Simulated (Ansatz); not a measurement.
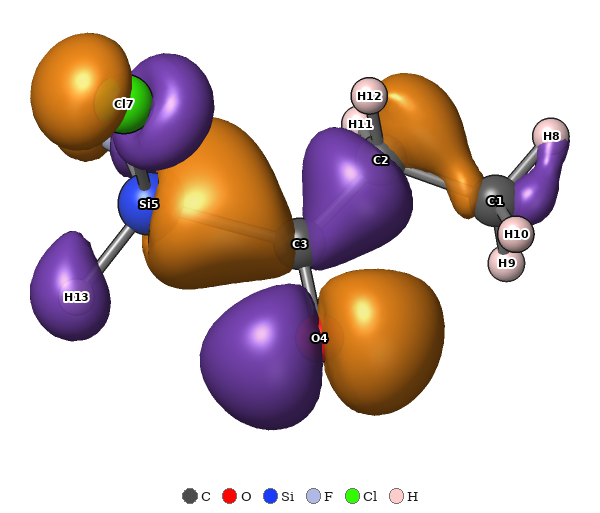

Figure 1: C3H6ClFOSi (SMILES CCC(=O)[SiH](F)Cl). One frontier orbital at ±0.08 Å⁻³ᐟ² (orange and purple are the two phases), seen at an oblique angle.

These are results of RKS BLYP-D4/6-31G in Ansatz, not measurements.

Input file:

```
crystal:
  periodic: [false, false, false]
  atoms:
    - { symbol: C, position_ang: [0.4108, -1.4742, 1.4616] }
    - { symbol: C, position_ang: [-0.3955, -0.5159, 0.5001] }
    - { symbol: C, position_ang: [-1.88135, -0.72796, 0.59925] }
    - { symbol: O, position_ang: [-2.45687, -1.64294, 1.38011] }
    - { symbol: Si, position_ang: [-3.029, 0.33664, -0.43109] }
    - { symbol: F, position_ang: [-2.40069, 0.45478, -1.9263] }
    - { symbol: Cl, position_ang: [-3.15511, 2.18869, 0.37995] }
    - { symbol: H, position_ang: [1.0963, -2.0579, 0.8966] }
    - { symbol: H, position_ang: [-0.3326, -2.0502, 2.0417] }
    - { symbol: H, position_ang: [0.9448, -0.8499, 2.2002] }
    - { symbol: H, position_ang: [-0.07676, -0.68985, -0.55195] }
    - { symbol: H, position_ang: [-0.18575, 0.49244, 0.7749] }
    - { symbol: H, position_ang: [-4.4164, -0.15562, -0.61314] }
basis:
  gaussian: { orbitals: "6-31G" }
hamiltonian:
  xc: blyp
  dispersion: d4
relax:
  f_tol: 0.015
  max_steps: 40
output:
  orbitals: {}
```

Run with:

```sh
ansatz run input.yaml --threads 1 --pin off --max-ram 2048MiB --backend cpu --events-out ev --progress --plain --runs-dir out
```

The fields are those of the relaxed geometry.

**Which orbital is it: HOMO or LUMO?**

The HOMO, at −6.05 eV. By Hirshfeld shares it lies mainly on O4 (about 55 %), C3 (about 10 %), Si5 (about 10 %), C2 (about 10 %) and Cl7 (about 5 %).
